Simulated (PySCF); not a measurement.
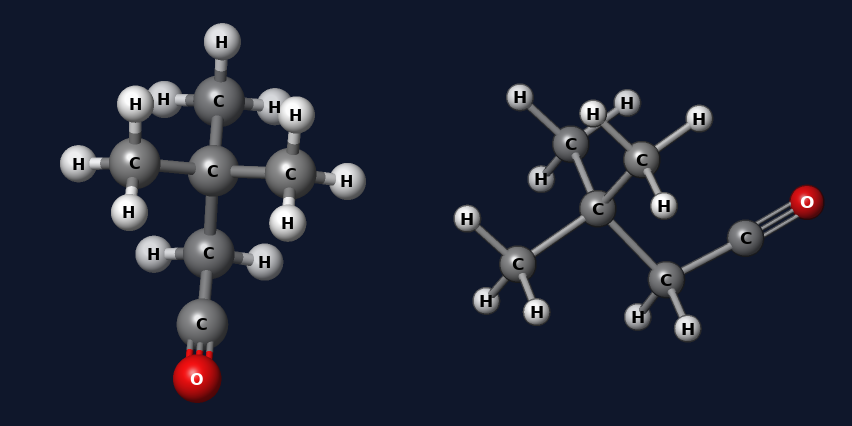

Two views of one molecule.

State: charge +1, singlet. The geometry was computed by an optimisation with PBE0-D3(BJ)/def2-SVP. No frequency run is at hand to confirm it as a minimum.

Identify the structure.

It has 18 atoms: 6 carbon, 11 hydrogen and 1 oxygen (C6H11O(+)). Its SMILES string is `CC(C)(C)CC#[O+]`. It has no ring. Coordination: 5 C tetrahedral; 1 C linear.

The parts below concern this one geometry. Atoms keep their numbers from picture to picture.

Shape

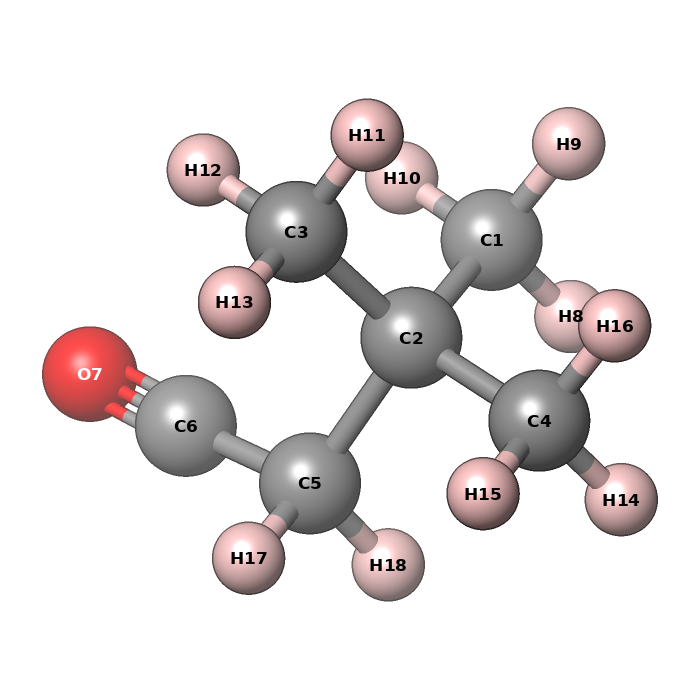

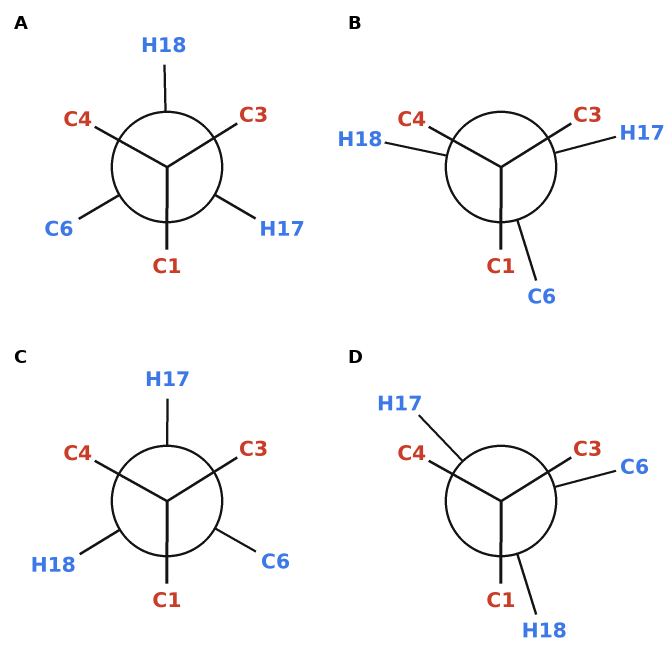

Atoms fade into the background with distance from the viewer. Bonds that would overlap in a projection are set slightly apart. No frequency run is at hand to confirm it as a minimum.

> Which Newman projection shows the view along C2–C5, with C2 in front?

C. The torsion angle C1–C2–C5–C6 is −60°, synclinal (gauche).

Polarisability

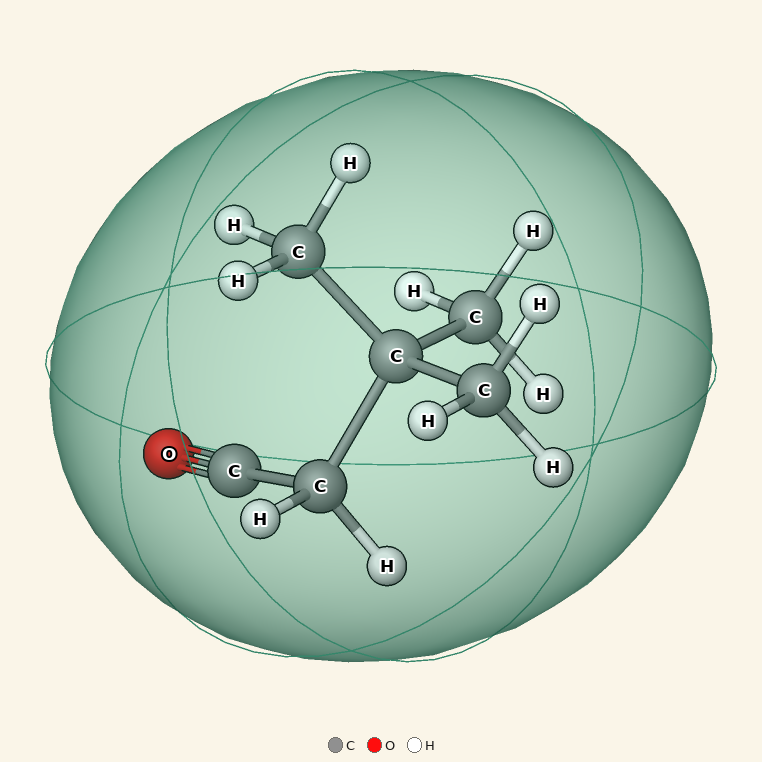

The ellipsoid shows the static dipole polarisability: its half-axes are proportional to the principal values. No frequency run is at hand to confirm it as a minimum. Level of theory: PBE0/def2-SVPD in dichloromethane (IEF-PCM) (PySCF 2.14.0).

> Give the principal values, the mean and the anisotropy.

Principal values 81.1, 83.7, 107.2 bohr³; mean 90.6 bohr³ (13.43 Å³); anisotropy 24.9 bohr³, so the longest axis is 1.32 times the shortest.

Levels of theory compared

No frequency run is at hand to confirm it as a minimum. Program: PySCF 2.14.0.

Tabulate HOMO–LUMO gap (eV) at these levels: PBE0/def2-SVPD; PBE0/def2-SVPD in benzene (IEF-PCM); PBE0/def2-SVPD in dichloromethane (IEF-PCM); PBE0/pcSseg-1 in benzene (IEF-PCM); PBE0/pcSseg-1 in dichloromethane (IEF-PCM).

| level | HOMO–LUMO gap (eV) |
| --- | --- |
| PBE0/def2-SVPD | 6.72 |
| PBE0/def2-SVPD in benzene (IEF-PCM) | 6.93 |
| PBE0/def2-SVPD in dichloromethane (IEF-PCM) | 7.12 |
| PBE0/pcSseg-1 in benzene (IEF-PCM) | 6.96 |
| PBE0/pcSseg-1 in dichloromethane (IEF-PCM) | 7.17 |

Charges

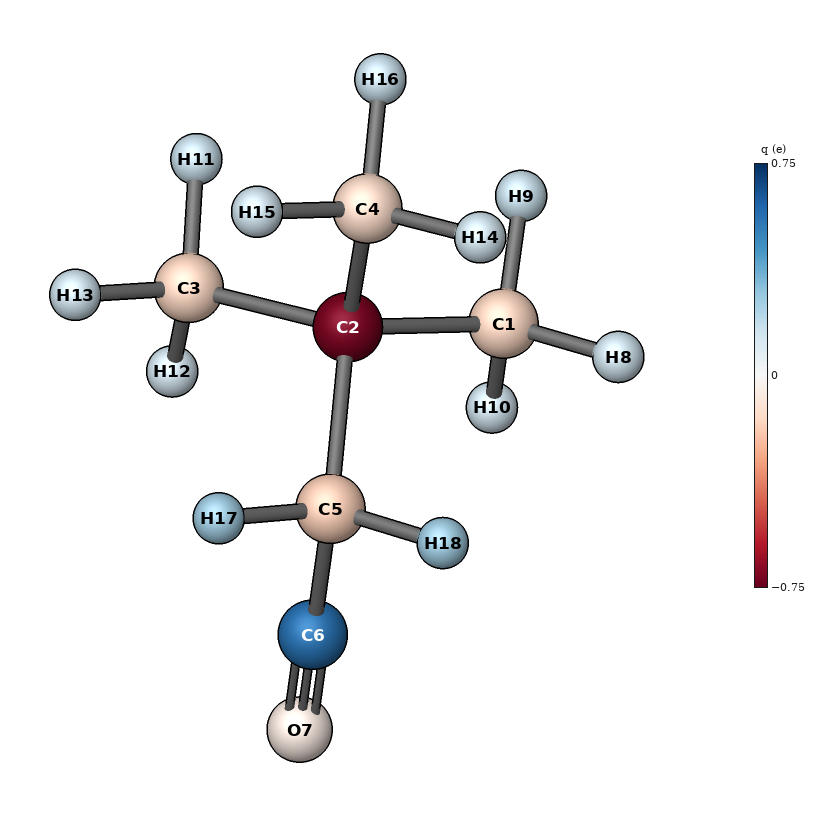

Atoms are coloured by their Mulliken charges. No frequency run is at hand to confirm it as a minimum. Level of theory: PBE0/pcSseg-1 in benzene (IEF-PCM) (PySCF 2.14.0).

> Which atom carries the highest charge (most positive or least negative)?

C6 (0.55 e).

> And the lowest?

C2 (−0.70 e).

Give the Mulliken charges atom by atom.

```
atom  value (e)
  C1      −0.16
  C2      −0.70
  C3      −0.16
  C4      −0.14
  C5      −0.18
  C6       0.55
  O7      −0.06
  H8       0.14
  H9       0.16
 H10       0.14
 H11       0.16
 H12       0.13
 H13       0.14
 H14       0.14
 H15       0.14
 H16       0.16
 H17       0.26
 H18       0.26
```

NMR shielding

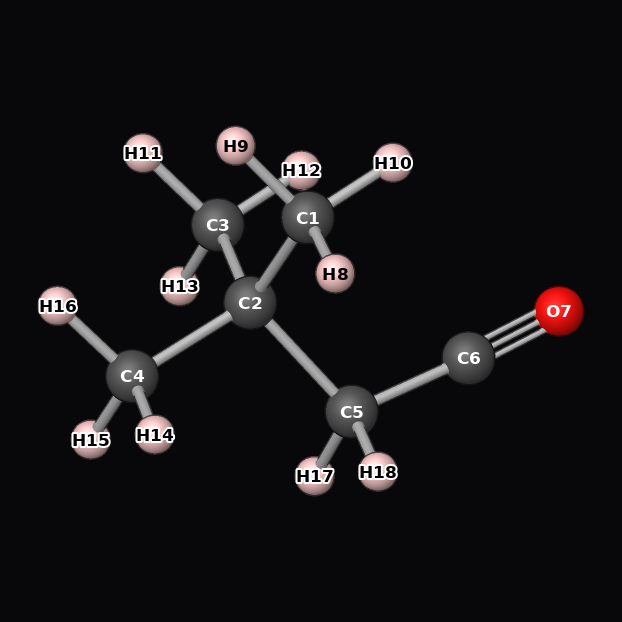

The questions are on isotropic NMR shieldings of the C atoms. No frequency run is at hand to confirm it as a minimum. Method: GIAO PBE0/pcSseg-1 NMR shielding, non-relativistic, IEF-PCM benzene (PySCF 2.14.0).

Give the isotropic NMR shieldings of the C atoms atom by atom.

```
atom  σ (ppm)
  C1    153.7
  C2    134.0
  C3    153.5
  C4    149.6
  C5    156.2
  C6     19.4
```

Mulliken values depend strongly on the basis set and can even reverse the polarity of a bond.
